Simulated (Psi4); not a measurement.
**TPSS/def2-TZVPPD (core potential) run of SnO (tin(ii) oxide)**

Aim: the vertical electron affinity of SnO (tin(ii) oxide) at TPSS/def2-TZVPPD (core potential), from 2 runs. 

Program for the calculation: Psi4 1.11.

5 further runs of the same task are left out: 2 that didn't finish, 3 set aside as unsound or not needed.

### Step 1. The system as given

The species is SnO (2 atoms), meant as a singlet with charge 0. As SMILES, `[O]=[Sn]`. The shape is that of a PBE0-D4/def2-TZVP optimisation.

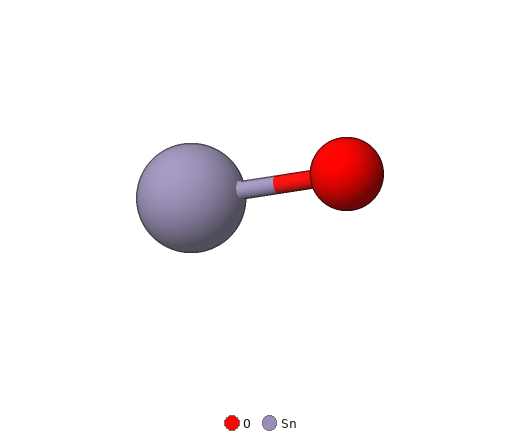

Viewed from a chosen angle; oxygen red, tin purple.

### Step 2. Energy and forces at TPSS/def2-TZVPPD (core potential)

The input, osn.dat:

```
memory 2200 mb

molecule {
  0 1
  O      0.00000000     0.00000000    -0.01337926
  Sn     0.00000000     0.00000000     3.42165150
  units bohr
  symmetry c1
  no_reorient
  no_com
}

set globals {
  basis def2-TZVPPD
  puream true
  e_convergence 1e-09
  d_convergence 1e-08
  scf_type pk
  dft_radial_points 99
  dft_spherical_points 590
}

e_tot, wfn = gradient('tpss', return_wfn=True)
oeprop(wfn, 'QUADRUPOLE', 'LOWDIN_CHARGES', 'MAYER_INDICES')
print_variables()
```

The run is started by

```console
$ psi4 -i osn.dat -o osn.out -n 1
```

osn.out:

```text
[...]
    !!!  WARNING: ECP capability is in beta. Please check occupations closely.  !!!
[...]
  Running in c1 symmetry.
[...]
  Nuclear repulsion =   51.236804645091453
[...]
  Multiplicity = 1
[...]
  Nalpha       = 15
  Nbeta        = 15
[...]
    Number of basis functions: 96
[...]
   @RKS iter   1:  -288.90701237641991   -7.78804e-01   1.22989e-02 ADIIS/DIIS
[...]
   @RKS iter  14:  -289.48049178003197   -6.25278e-13   6.86481e-10 DIIS
[...]
    Orbital Energies [Eh]
    ---------------------
    Doubly Occupied:
       1A    -18.854081     2A     -4.936902     3A     -3.312817
       4A     -3.312817     5A     -3.299289     6A     -0.971080
       7A     -0.957578     8A     -0.957578     9A     -0.947010
      10A     -0.947010    11A     -0.792223    12A     -0.392579
      13A     -0.247896    14A     -0.247896    15A     -0.240025
[...]
  @RKS Final Energy:  -289.48049178003197
   => Energetics <=
    Nuclear Repulsion Energy =             51.2368046450914534
    One-Electron Energy =                -582.5323239902164687
    Two-Electron Energy =                 268.3341494418758657
    DFT Exchange-Correlation Energy =     -26.5191218767827870
    Empirical Dispersion Energy =           0.0000000000000000
    VV10 Nonlocal Energy =                  0.0000000000000000
    Total Energy =                       -289.4804917800319686
[...]
  -Total Gradient:
     Atom            X                  Y                   Z
    ------   -----------------  -----------------  -----------------
       1       -0.000000000017     0.000000000296     0.018083333591
       2        0.000000000017    -0.000000000296    -0.018068691909
[...]
 Multipole Moments:
 ------------------------------------------------------------------------------------
     Multipole            Electronic (a.u.)      Nuclear  (a.u.)        Total (a.u.)
 ------------------------------------------------------------------------------------
 L = 1.  Multiply by 2.5417464519 to convert [e a0] to [Debye]
 Dipole X            :         -0.0000000            0.0000000           -0.0000000
 Dipole Y            :         -0.0000000            0.0000000           -0.0000000
 Dipole Z            :        -73.6158511           75.1692989            1.5534478
 Magnitude           :                                                    1.5534478
 L = 2.  Multiply by 1.3450342976 to convert [e a0^2] to [Debye ang]
 Quadrupole XX       :        -20.1506783            0.0000000          -20.1506783
 Quadrupole XY       :         -0.0000000            0.0000000           -0.0000000
[...]
```

It took 50 s on 1 thread of Intel Xeon at 2.50GHz (Skylake/Cascade Lake), shared host; peak memory 1.1 GiB.

### Step 3. The doublet anion: the energy at UTPSS/def2-TZVPPD (core potential)

The input, osn.py:

```python
import psi4

psi4.set_memory(2200000000)
psi4.set_num_threads(1)
psi4.core.set_output_file('output.dat', False)

m = psi4.geometry("""
-1 2
O      0.000000     0.000000    -0.007080
Sn     0.000000     0.000000     1.810660
symmetry c1
no_reorient
no_com
""")

psi4.set_options({
    'reference': 'uks',
    'puream': True,
    'e_convergence': 1e-09,
    'd_convergence': 1e-08,
    'scf_type': 'pk',
    'dft_radial_points': 99,
    'dft_spherical_points': 590,
    'maxiter': 100,
})

result, w = psi4.energy("tpss/def2-TZVPPD", return_wfn=True)
psi4.oeprop(w, "DIPOLE", "LOWDIN_CHARGES", "MAYER_INDICES")
print(f'tpss/def2-TZVPPD energy: {result:.10f} Eh')
```

The run is started by

```console
$ python osn.py
```

output.dat:

```text
[...]
    !!!  WARNING: ECP capability is in beta. Please check occupations closely.  !!!
[...]
  Running in c1 symmetry.
[...]
  Nuclear repulsion =   51.236804536358335
[...]
  Multiplicity = 2
[...]
  Nalpha       = 16
  Nbeta        = 15
[...]
    Number of basis functions: 96
[...]
   @UKS iter   1:  -288.75726174929457   -6.26425e-01   1.33081e-02 ADIIS/DIIS
[...]
   @UKS iter  15:  -289.49479903723187   -7.04858e-12   6.21912e-09 DIIS
[...]
   @S^2 Observed:                7.534251850E-01
[...]
    Orbital Energies [Eh]
    ---------------------
    Alpha Occupied:
       1A    -18.633718     2A     -4.698647     3A     -3.076451
       4A     -3.069782     5A     -3.063943     6A     -0.739891
       7A     -0.717606     8A     -0.717190     9A     -0.713423
      10A     -0.707757    11A     -0.576937    12A     -0.176912
      13A     -0.043865    14A     -0.040903    15A     -0.031879
      16A      0.075086
    Alpha Virtual:
      17A      0.086610    18A      0.137292    19A      0.150217
      20A      0.189845    21A      0.190438    22A      0.197709
      23A      0.205533    24A      0.211572    25A      0.241290
[...]
  @UKS Final Energy:  -289.49479903723187
   => Energetics <=
    Nuclear Repulsion Energy =             51.2368045363583349
    One-Electron Energy =                -589.3896793799722218
    Two-Electron Energy =                 275.3735355119897577
    DFT Exchange-Correlation Energy =     -26.7154597056077563
    Empirical Dispersion Energy =           0.0000000000000000
    VV10 Nonlocal Energy =                  0.0000000000000000
    Total Energy =                       -289.4947990372318714
[...]
 Multipole Moments:
 ------------------------------------------------------------------------------------
     Multipole            Electronic (a.u.)      Nuclear  (a.u.)        Total (a.u.)
 ------------------------------------------------------------------------------------
 L = 1.  Multiply by 2.5417464519 to convert [e a0] to [Debye]
 Dipole X            :         -0.0000000            0.0000000           -0.0000000
 Dipole Y            :         -0.0000011            0.0000000           -0.0000011
 Dipole Z            :        -77.2244885           75.1692991           -2.0551894
 Magnitude           :                                                    2.0551894
[...]
```

The script printed:

```text
tpss/def2-TZVPPD energy: -289.4947990372 Eh
```

It took 53 s on 1 thread of Intel Xeon at 2.50GHz (Skylake/Cascade Lake), shared host; peak memory 1.1 GiB.

### Step 4. Summary of results

At TPSS/def2-TZVPPD (core potential):

```
                                         quantity          value
                        singlet SnO: total energy  -289.48049 Eh
                       singlet SnO: dipole moment         3.95 D
                         singlet SnO: HOMO energy       -6.53 eV
                         singlet SnO: LUMO energy       -2.93 eV
                       singlet SnO: HOMO–LUMO gap        3.60 eV
            singlet SnO: largest force on an atom     0.930 eV/Å
                      doublet anion: total energy  -289.49480 Eh
doublet anion: HOMO energy (highest over α and β)        2.04 eV
 doublet anion: LUMO energy (lowest over α and β)        2.36 eV
                              doublet anion: ⟨S²⟩          0.753
vertical electron affinity (to the doublet anion)       0.389 eV
```

**Reading.** At fixed nuclei the extra electron is bound by 0.39 eV (9.0 kcal/mol). The largest force (singlet SnO) is 0.93 eV/Å: the shape isn't a stationary point for this species at this level. The HOMO (doublet anion) lies at positive energy, 2.04 eV, as semi-local functionals often give for anions; only total energies tell whether the electron is bound.
